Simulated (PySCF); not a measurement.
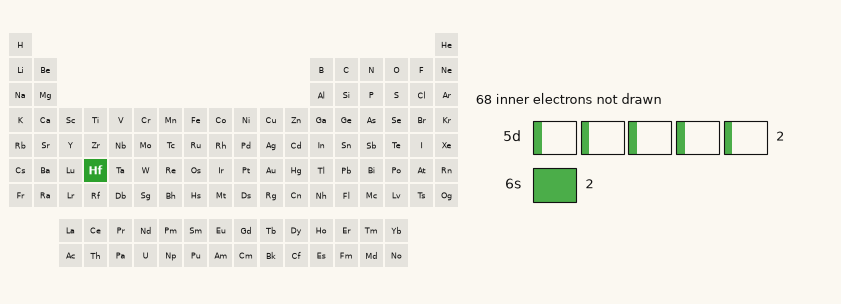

Left, the place of hafnium in the periodic table; right, the outer shells of the nominal configuration: a box for each of the 2l + 1 orbitals, shaded by the share of the shell that is filled, with the electron count at the right.

## Atomic calculation, with input and output: Hf

System: Hf, configuration 1s2 2s2 2p6 3s2 3p6 3d10 4s2 4p6 4d10 4f14 5s2 5p6 5d2 6s2, multiplicity 3.
Method: unrestricted CCSD(T), aug-cc-pVDZ-PP with ECP60, scalar-relativistic core potential (PySCF).

Results in brief:

- outcome: converged
- total energy (valence electrons, under a core potential): −48.004651 hartree
- CCSD correlation: −0.058633 hartree
- (T) correction: −0.002763 hartree
- CCSD energy: −48.001888 hartree
- T1 diagnostic: 0.026
- hardware: 1 CPU thread, shared host
- CPU time: 5 s (integrals apart)

Input file:
```python
from pyscf import gto, scf, dft, mp, cc
mol = gto.M(atom="Hf 0 0 0", charge=0, spin=2, symmetry="D2h",
            basis="aug-cc-pVDZ-PP",
            ecp="aug-cc-pVDZ-PP")
mf = scf.UHF(mol)
mf.irrep_nelec = {'Ag': (3, 2), 'B1g': (1, 0), 'B1u': (1, 1), 'B2u': (1, 1), 'B3u': (1, 1)}
mf.kernel()
mycc = cc.CCSD(mf, frozen=4).run()
mycc.ccsd_t()
```

The script is an equivalent of what the driver set up; the driver started from orbitals of its own, so the log can be shorter than this script's would be, and it computed the properties (radii, ⟨L²⟩, response) afterwards. It held the occupations shell by shell, which the script's counts by irreducible representation don't always enforce.

Output (extracts):
```
CC2 = 0
CCSD nocc = (np.int64(3), np.int64(1)), nmo = (50, 50)
frozen orbitals [[0, 1, 2, 3], [0, 1, 2, 3]]
max_cycle = 100
direct = 0
conv_tol = 1e-08
conv_tol_normt = 1e-06
diis_space = 8
diis_start_cycle = 0
Init t2, MP2 energy = -0.0441616470441583
Init E_corr(UCCSD) = -0.0441616470601945
cycle = 1  E_corr(UCCSD) = -0.0528762904082882  dE = -0.00871464335  norm(t1,t2) = 0.068433
cycle = 2  E_corr(UCCSD) = -0.0557366642376328  dE = -0.00286037383  norm(t1,t2) = 0.0344803
cycle = 3  E_corr(UCCSD) = -0.0584901991967217  dE = -0.00275353496  norm(t1,t2) = 0.0195948
cycle = 4  E_corr(UCCSD) = -0.0585255074771646  dE = -3.53082804e-05  norm(t1,t2) = 0.00462204
cycle = 5  E_corr(UCCSD) = -0.0586610101984198  dE = -0.000135502721  norm(t1,t2) = 0.00183719
cycle = 6  E_corr(UCCSD) = -0.0586136041692035  dE = 4.74060292e-05  norm(t1,t2) = 0.00075187
cycle = 7  E_corr(UCCSD) = -0.0586296666212218  dE = -1.6062452e-05  norm(t1,t2) = 0.000310477
cycle = 8  E_corr(UCCSD) = -0.0586339471525812  dE = -4.28053136e-06  norm(t1,t2) = 7.51632e-05
cycle = 9  E_corr(UCCSD) = -0.0586323662259475  dE = 1.58092663e-06  norm(t1,t2) = 2.35381e-05
cycle = 10  E_corr(UCCSD) = -0.0586326134786941  dE = -2.47252747e-07  norm(t1,t2) = 9.69002e-06
cycle = 11  E_corr(UCCSD) = -0.0586326129454814  dE = 5.33212682e-10  norm(t1,t2) = 3.54406e-06
cycle = 12  E_corr(UCCSD) = -0.0586325842631373  dE = 2.86823441e-08  norm(t1,t2) = 1.51327e-06
cycle = 13  E_corr(UCCSD) = -0.0586325764126949  dE = 7.85044239e-09  norm(t1,t2) = 5.16929e-07
UCCSD converged
E(UCCSD) = -48.00188812930709  E_corr = -0.05863257641269493
UCCSD(T) correction = -0.00276261707673356
```

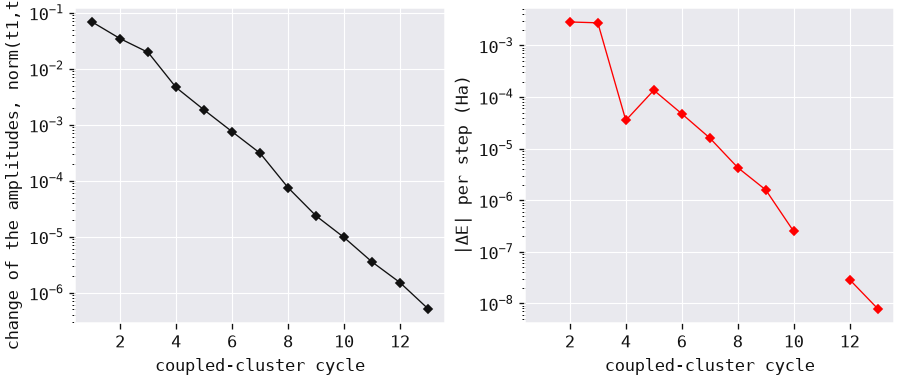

Convergence: change of the amplitudes, norm(t1,t2) and change of the energy from step to step (the smallest changes aren't drawn) against the coupled-cluster cycle. The residual falls at every step. It goes from 0.068 to 5.2×10⁻⁷ in 13 steps.
